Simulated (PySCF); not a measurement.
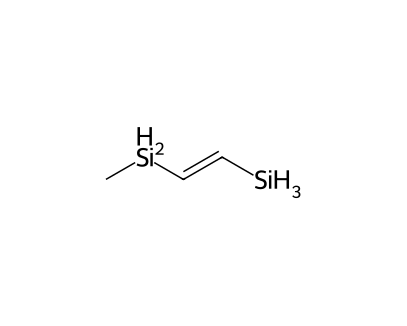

The geometry was computed by an optimisation with GFN2-xTB. No frequency run is at hand to confirm it as a minimum. Level of theory: CAM-B3LYP/def2-SVPD, gas phase (PySCF 2.14.0). Excitations: vertical, linear response.

What does the calculation give?

The species is C3H10Si2 (`C[SiH2]/C=C/[SiH3]`).
- dipole moment: 0.59 D
- HOMO energy (Kohn–Sham orbital): −9.16 eV
- LUMO energy (Kohn–Sham orbital): 0.40 eV
- HOMO–LUMO gap: 9.57 eV
- mean static polarisability: 93.8 bohr³
- lowest vertical singlet excitation: 5.92 eV
- its oscillator strength: 0.000
- brightest of the 8 lowest singlets: 6.81 eV
- its oscillator strength: 0.69

The geometry is semi-empirical. Around Si such bond lengths and angles can be off by a tenth of an ångström or more and by several degrees, and values that hang on the shape move with them.
